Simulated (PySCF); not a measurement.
Input

```
{"job": {"kind": "nmr", "xc": "PBE0", "basis": "pcSseg-1"}, "charge": 0, "multiplicity": 1}
O     -3.355858     0.034994    -1.320672
C     -2.375014     0.024203    -0.618112
C     -2.432884    -0.187521     0.887543
O     -1.215935     0.162766     1.492839
C     -0.101672    -0.308129     0.731077
C      1.165316     0.342587     1.261949
C      2.331411    -0.020245     0.354765
O      2.015467     0.415083    -0.954269
Si    -0.502522     0.181755    -1.076752
H     -3.217213     0.410903     1.354847
H     -2.660897    -1.255116     1.054878
H     -0.025427    -1.401595     0.864537
H      1.024488     1.422869     1.260014
H      1.378328     0.022290     2.282672
H      3.251583     0.468623     0.699258
H      2.482720    -1.107121     0.367191
H      2.643719     0.049570    -1.584769
H     -0.157093    -0.827397    -2.072468
H     -0.258321     1.580731    -1.391423
```

Launched as:

```sh
OMP_NUM_THREADS=1 python probes_run.py task.json out
```

Geometry: GFN2-xTB.

Method: PySCF 2.14.0, PBE0/pcSseg-1, SCF density, gas phase, non-relativistic.

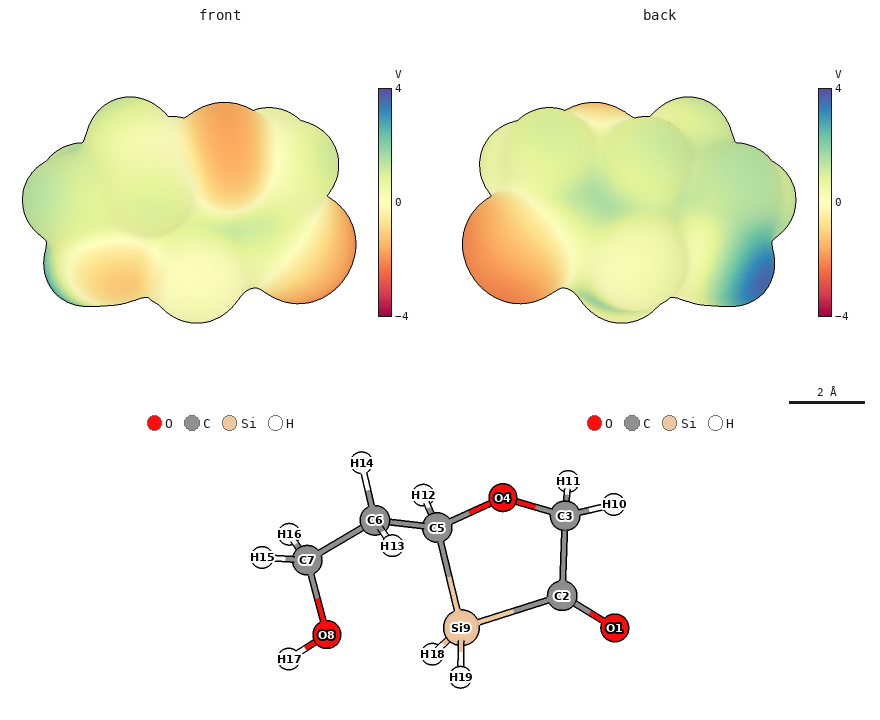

C$_{5}$H$_{10}$O$_{3}$Si (SMILES O=C1CO[C@H](CCO)[SiH2]1). The electrostatic potential painted on the density surface at 0.004 e/bohr³, seen from the front and from behind; the colour scale runs from red (negative) to blue (positive). The bare structure is drawn below in the same view.

Which sites attract a positive test charge, and which a negative one?

Answer. A positive charge is drawn to the negative regions and a negative charge to the positive ones. The most negative region (about −2.0 V) lies over O1, the most positive (about +3.5 V) over H17. O1 is the likeliest acceptor of a hydrogen bond.
